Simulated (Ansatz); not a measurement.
## Single-point calculation of Si2NH7OF2

Si2NH7OF2, computed with RKS PBE0-D4/def2-TZVPP (Ansatz 0.2.0).

The geometry is the reactant side of a reaction. The reaction was set up to form Si1–N8 and O2–H7 and to break Si1–O2 and H7–N8 (atoms counted from 1 in the order of the input); sticks are drawn by distance alone. The geometry comes from this level: PBE0-D4/def2-TZVP.

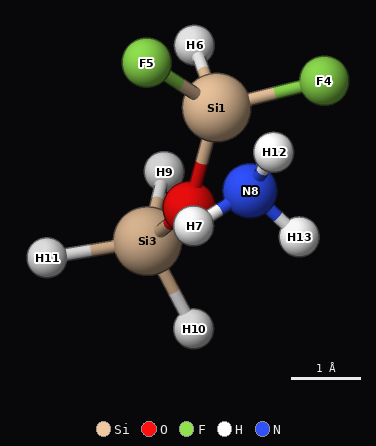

Figure 1. The input geometry (ball-and-stick view, seen at an oblique angle; atoms are numbered from 1 in the order of the input).

Summary

| quantity | value |
| --- | --- |
| outcome | converged |
| total energy | −24835.3906 eV |
| mean-field energy | −24835.1473 eV |
| dispersion energy | −0.2433 eV |
| SCF solution under orbital rotations | stable |
| HOMO | −8.28 eV |
| LUMO | 0.08 eV |
| hardware | 4 CPU threads, shared host |
| wall time | 2.3 s (CPU time 3 s) |
| peak memory | 0.87 GiB |

Input file
```yaml
crystal:
  periodic: [false, false, false]
  atoms:
    - {symbol: Si, position_ang: [-0.521885, 0.837234, 0.391457]}
    - {symbol: O, position_ang: [-0.025061, -0.552721, -0.351409]}
    - {symbol: Si, position_ang: [-0.768264, -1.743509, -1.203852]}
    - {symbol: F, position_ang: [-0.194028, 2.250040, -0.320662]}
    - {symbol: F, position_ang: [-0.676957, 0.835264, 1.999778]}
    - {symbol: H, position_ang: [-1.973124, 0.798816, 0.065414]}
    - {symbol: H, position_ang: [1.790528, 0.157029, 1.435935]}
    - {symbol: N, position_ang: [1.514019, 0.967092, 0.893365]}
    - {symbol: H, position_ang: [-2.057535, -1.282707, -1.778282]}
    - {symbol: H, position_ang: [0.144718, -2.151816, -2.301755]}
    - {symbol: H, position_ang: [-1.012381, -2.912224, -0.319415]}
    - {symbol: H, position_ang: [1.702458, 1.801158, 1.438028]}
    - {symbol: H, position_ang: [2.077512, 0.996245, 0.051499]}
basis:
  gaussian: {orbitals: def2-TZVPP}
hamiltonian: {xc: pbe0, dispersion: d4}
output: {orbitals: {seedname: orbitals}}
```

Launch command:
```bash
ansatz run in.yaml --threads 4 --pin off --events-out ev --progress --plain --max-ram 46080MiB --backend cuda --devices 0, --max-vram 37GiB
```

Log
```
Functional definition: PBE0
  name "PBE0"
  cite "Adamo & Barone, J. Chem. Phys. 110, 6158 (1999) doi:10.1063/1.478522"
  cite "Perdew, Burke & Ernzerhof, Phys. Rev. Lett. 77, 3865 (1996) doi:10.1103/PhysRevLett.77.3865"
  parent pbe
  parameter a = 0.25
  parameter kappa = 0.804
  parameter beta = 0.06672455060314922
  exchange = (1 - a)*pbe_x(kappa = kappa, mu = beta*pi^2/3) + a*exact_x
  correlation = pbe_c(beta = beta)
1613 factors; their error is unknown
mean field evaluation 1: about -24825.3803 eV, gradient 7.9e1 eV
mean field evaluation 2: about -24813.3073 eV, gradient 1.1e2 eV
mean field evaluation 4: about -24835.0344 eV, gradient 5.7e0 eV
mean field evaluation 8: about -24835.0886 eV, gradient 8.6e-2 eV
mean field evaluation 16: about -24835.1473 eV, gradient 4.8e-5 eV
mean field -24835.14727643 eV, -912.6748285414 hartree, gradient 4.8e-5 eV, S^2 0.000000; 0 other end points of the search recorded, 0 dependent functions left out
reference -24835.14731131 eV, -912.6748298232 hartree; 34, 34 occupied and 272, 272 virtual orbitals, 1613 factors
Total energy: -24835.39057117 eV, -912.6837694581 hartree
```

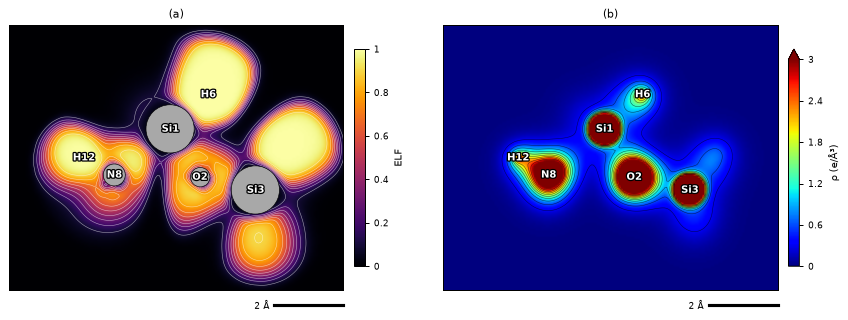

Figure 2. (a) ELF; (b) electron density on the plane of atoms O2, Si1 and H6. Grey discs, where drawn, cover atomic cores. Si–H (1.49 Å): ρ is about 0.84 e/Å³ halfway; the ELF climbs to about 1 towards the hydrogen.

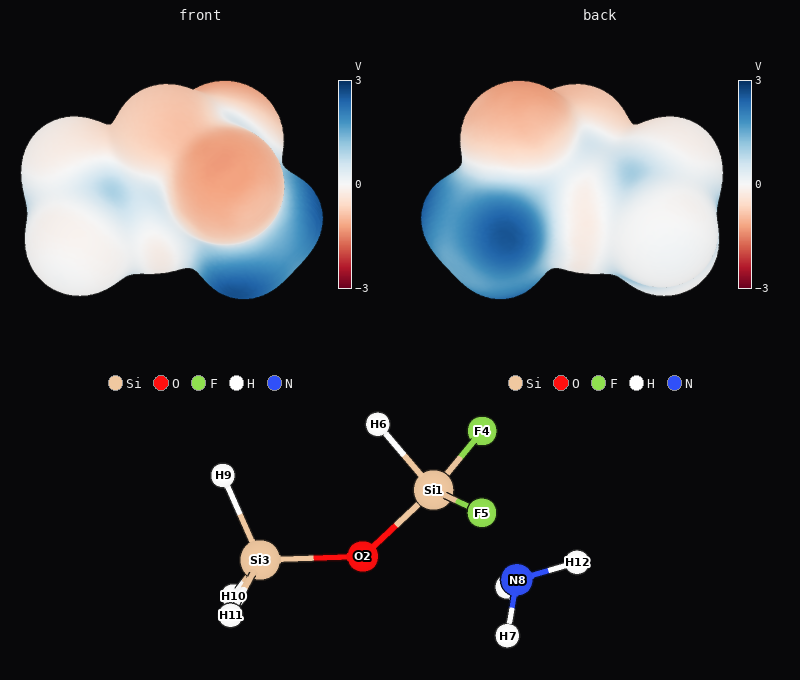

Figure 3. The molecular electrostatic potential painted on the density surface at 0.002 e/bohr³, seen at a tilt and from behind; the colour scale runs from red (negative) to blue (positive). The bare structure is drawn below in the same view.

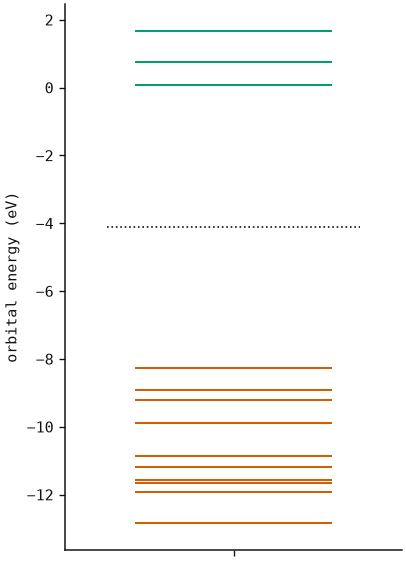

Figure 4. Orbital energies near the frontier; the dotted line parts filled from empty levels, and levels within 0.02 eV of each other stand side by side. Highest filled −8.28 eV, lowest empty 0.08 eV, 8.36 eV apart.
